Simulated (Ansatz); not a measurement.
# Mo2(NH2)6 (Mo2N6H12): geometry, orbitals and charge

What does Mo2(NH2)6 (Mo2N6H12) look like as a singlet, and where do its frontier electrons sit?

Computed with Ansatz 0.2.0, Gaussian basis. Level: RKS PBE0-D4/def2-TZVP.

Plan: relaxation at PBE-D4/def2-SVP; a single point at PBE0-D4/def2-TZVP.

4 further runs of the same task are left out: 1 that didn't finish, 3 set aside as unsound or not needed.

## Step 1: Where the work starts

20 atoms, charge 0, spin multiplicity 1.

Atoms are counted from 1 here; the program's logs count them from 0.

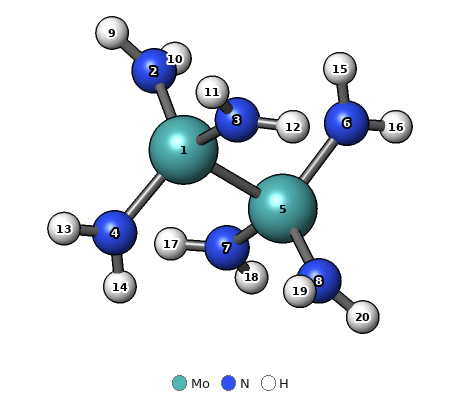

Start geometry, drawn with molybdenum teal, nitrogen blue, hydrogen white; atoms are numbered from 1 in the order of the file.

Coordinates:

```csv
atom,x (Å),y (Å),z (Å)
Mo1,-0.22945,-0.77509,0.88778
N2,-2.14303,-0.91778,0.75422
N3,0.46060,0.19667,2.39774
N4,0.79013,-2.29855,0.30470
Mo5,0.22886,0.77618,-0.88792
N6,-0.93450,2.22932,-0.40205
N7,-0.28897,-0.26785,-2.41844
N8,2.11519,1.05887,-0.63639
H9,-2.70605,-1.50838,1.37636
H10,-2.77276,-0.46636,0.09479
H11,0.43751,-0.16722,3.35681
H12,0.88833,1.11960,2.42247
H13,0.83361,-3.17921,0.82926
H14,1.37016,-2.39872,-0.52519
H15,-1.55439,2.30971,0.40046
H16,-1.01445,3.09228,-0.95120
H17,-0.66414,-1.21253,-2.44979
H18,-0.22578,0.08006,-3.38159
H19,2.73575,0.64306,0.05431
H20,2.67338,1.68594,-1.22636
```

Mo takes a core potential in the def2 sets. No spin-orbit coupling is included.

The start is a GFN2-xTB geometry.

## Step 2: Relaxation at PBE-D4/def2-SVP

in.yaml reads:

```yaml
crystal:
  periodic: [false, false, false]
  atoms:
    - {symbol: Mo, position_ang: [-0.229450, -0.775090, 0.887780]}
    - {symbol: N, position_ang: [-2.143030, -0.917780, 0.754220]}
    - {symbol: N, position_ang: [0.460600, 0.196670, 2.397740]}
    - {symbol: N, position_ang: [0.790130, -2.298550, 0.304700]}
    - {symbol: Mo, position_ang: [0.228860, 0.776180, -0.887920]}
    - {symbol: N, position_ang: [-0.934500, 2.229320, -0.402050]}
    - {symbol: N, position_ang: [-0.288970, -0.267850, -2.418440]}
    - {symbol: N, position_ang: [2.115190, 1.058870, -0.636390]}
    - {symbol: H, position_ang: [-2.706050, -1.508380, 1.376360]}
    - {symbol: H, position_ang: [-2.772760, -0.466360, 0.094790]}
    - {symbol: H, position_ang: [0.437510, -0.167220, 3.356810]}
    - {symbol: H, position_ang: [0.888330, 1.119600, 2.422470]}
    - {symbol: H, position_ang: [0.833610, -3.179210, 0.829260]}
    - {symbol: H, position_ang: [1.370160, -2.398720, -0.525190]}
    - {symbol: H, position_ang: [-1.554390, 2.309710, 0.400460]}
    - {symbol: H, position_ang: [-1.014450, 3.092280, -0.951200]}
    - {symbol: H, position_ang: [-0.664140, -1.212530, -2.449790]}
    - {symbol: H, position_ang: [-0.225780, 0.080060, -3.381590]}
    - {symbol: H, position_ang: [2.735750, 0.643060, 0.054310]}
    - {symbol: H, position_ang: [2.673380, 1.685940, -1.226360]}
basis:
  gaussian: {orbitals: def2-SVP}
hamiltonian: {xc: pbe, dispersion: d4}
scf: {lower_state_search: "off"}
output: {orbitals: {seedname: orbitals}}
relax: {f_tol: 0.02, max_steps: 100}
```

Run with:

```
$ ansatz run in.yaml --threads 4 --pin off --events-out ev --progress --plain --max-ram 8704MiB
```

After this run come: Single point, PBE0-D4/def2-TZVP.

Before running them: what should the planned runs give, taken together? Wanted: point group; commonest bond, hydrogen aside; HOMO, LUMO at PBE0-D4/def2-TZVP; dipole at PBE-D4/def2-SVP.

The runs gave:

| quantity | value |
| --- | --- |
| point group | D3 |
| commonest bond, hydrogen aside | Mo–N, 6 of mean length 1.962 Å |
| HOMO, LUMO at PBE0-D4/def2-TZVP | -6.20, -0.58 eV |
| dipole at PBE-D4/def2-SVP | 0.00 D |

**Reading.** The molecule keeps its bonding pattern by the stored test; the atoms moved 0.58 Å (rms). No usable vibrations, so a minimum isn't proven. Whether this spin is the lowest isn't tested here.
